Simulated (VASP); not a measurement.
Band structure of NaBi (space group P4/mmm). These are PBEsol GGA with spin-orbit coupling, VASP's PBE PAW potentials (set 64) (plane waves; VASP) values and carry that method's errors.

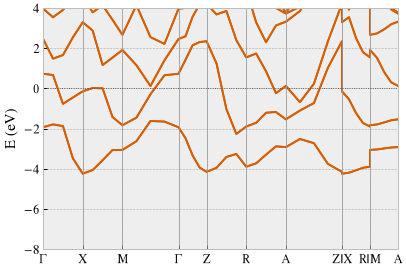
Figure: Bands along high-symmetry lines, zero at the valence-band maximum or, without a gap, the Fermi level

Read the plot: is there a gap, and where are the band edges?

It has no gap at this level: it comes out as a metal or semimetal.

The structure comes from a computed database's NaBi entry (P4/mmm); how it stands against other phases isn't given here. It was relaxed first.
